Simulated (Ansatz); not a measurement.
# Hypothetical anti-perovskite Cs3AuS: pressure series

Consider Cs₃AuS in the anti-perovskite structure (space group Pm-3m, No. 221; a = 6.677 Å; a hypothetical phase, not in the database extracts checked).

Cell and atoms are relaxed at each pressure.

Computed with DFT with PBE, PAW potentials and a 420 eV plane-wave cutoff in Ansatz (a first-principles code), no spin-orbit coupling.

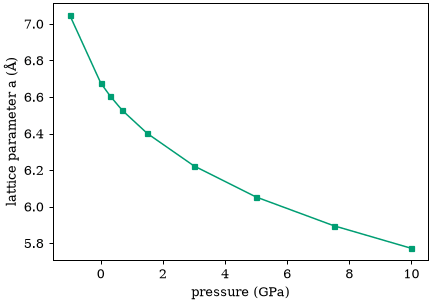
Figure: Lattice parameter a against pressure

### Question
From the plot, what is the lattice parameter a for pressure 7.5 GPa?

### Answer
About 5.9 Å.

### Question
Is the trend monotonic over the range shown?

### Answer
Yes, it falls throughout, spanning 10.908 bohr to 13.322 bohr.

A case with no gap was solved on a k-mesh chosen for an insulator, which is coarse for it. Load acts through the strain it causes; cell and atoms are relaxed under it. No phonon test of stability was made. No other phases were tried under pressure. The final runs are not spin-polarised.
